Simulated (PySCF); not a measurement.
# C$_{4}$H$_{6}$N$_{2}$S$_{2}$, SMILES `CSSc1cnc[nH]1`: electronic structure

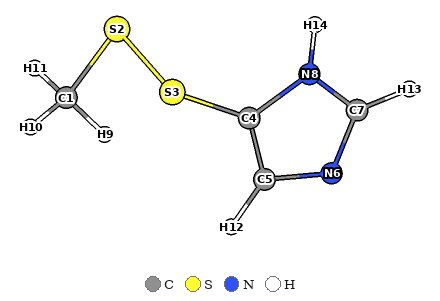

The molecule, with its atoms numbered as below. No frequency check shows the geometry to be a minimum.

Geometry (Å), atoms numbered from 1:

```
C1      -2.4203   -1.3996   -0.1696
S2      -1.9662    0.2927   -0.6621
S3      -0.7456    0.8596    0.8820
C4       0.7994    0.2023    0.3714
C5       1.4452   -0.9692    0.6726
N6       2.6215   -1.0250    0.0067
C7       2.7012    0.0789   -0.6858
N8       1.6212    0.8677   -0.5014
H9      -1.5232   -2.0095   -0.1155
H10     -2.9310   -1.3721    0.7877
H11     -3.0834   -1.7728   -0.9424
H12      1.1323   -1.7567    1.3274
H13      3.5186    0.3367   -1.3287
H14      1.4231    1.7644   -0.9157
```

### 1. Removing or adding an electron

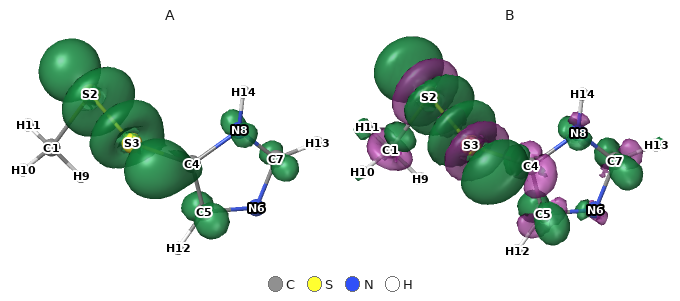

The Fukui function f⁺ from two separate SCF calculations and the density of the LUMO, at ±0.03 e/Å³ (green positive, purple negative).

Level of theory: HF/6-31G* (PySCF), at a geometry from GFN2-xTB.

Q: Which panel is which, and how good is the frozen-orbital picture?

A: B is f⁺ (it has negative regions), A the LUMO density. The LUMO lies on S2 (35 %), S3 (34 %) and C4 and C5 (7 % each); f⁺ (Hirshfeld-condensed) is largest on S2 (0.31) and S3 (0.30); the vertical electron affinity is −2.02 eV (the stability of the anion's solution wasn't checked; negative, but this basis has no diffuse functions, so it doesn't show that the anion is unbound). Relaxation shifts 18 % of the electron between atoms. The orbital energy is 2.95 eV.

### 2. Localised orbitals

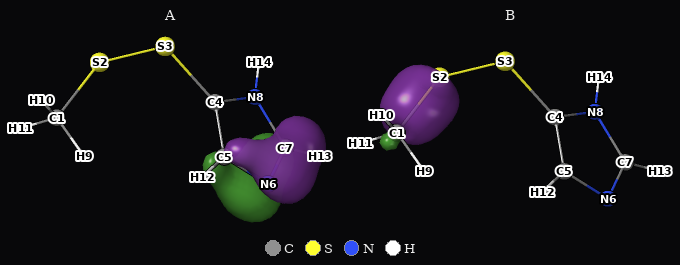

Intrinsic bond orbitals (IBO), occupied; each surface holds about 70 % of the orbital's density. Energies are diagonal elements of the Fock matrix.

PySCF calculation, B3LYP/def2-SVPD, gas phase; geometry: GFN2-xTB.

Q: What does each orbital represent in a Lewis picture?

A: By panel:
- A: multicentre orbital mainly over N6, C7 and C5 (N6 58 %, C7 31 %, C5 10 %; −9.6 eV)
- B: σ bond S2–C1 (S2 51 %, C1 49 %; −14.5 eV)

Q: How do all the valence pairs divide up?

A: 22 pairs: 14 σ bonds, 5 lone pairs, 2 multicentre orbitals and 1 two-centre π bond.

### 3. Magnetic shielding

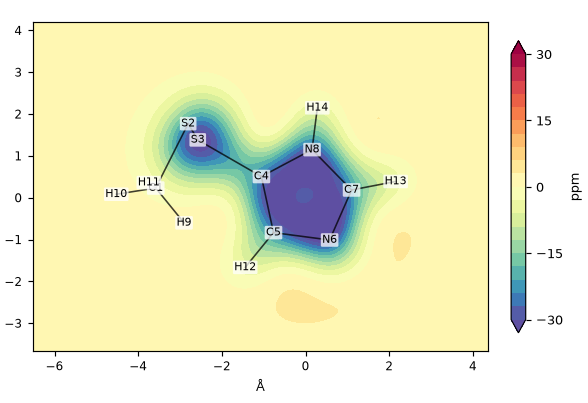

NICSzz (the component normal to the ring) 1.0 Å above the plane of the 5-membered ring C4/C5/N6/C7/N8; GIAO shieldings; atoms are projected onto the map; negative values mean shielding.

Computed with PySCF, B3LYP/def2-SVP, geometry: GFN2-xTB.

Q: Is the ring aromatic by this magnetic criterion?

A: It is strongly diatropic (aromatic): NICS(0) = −12.7, NICS(1) = −10.7 and −10.5, NICS(1)zz = −29.4 and −28.4 (two faces) ppm.

Q: What absolute proton shieldings does the same calculation give?

A: From 23.9 ppm (H14) to 30.4 ppm (H11).

The PySCF runs shown took 20 s, 51 s and 97 s on 1 thread of AMD EPYC (Zen 3), with other jobs on the host.
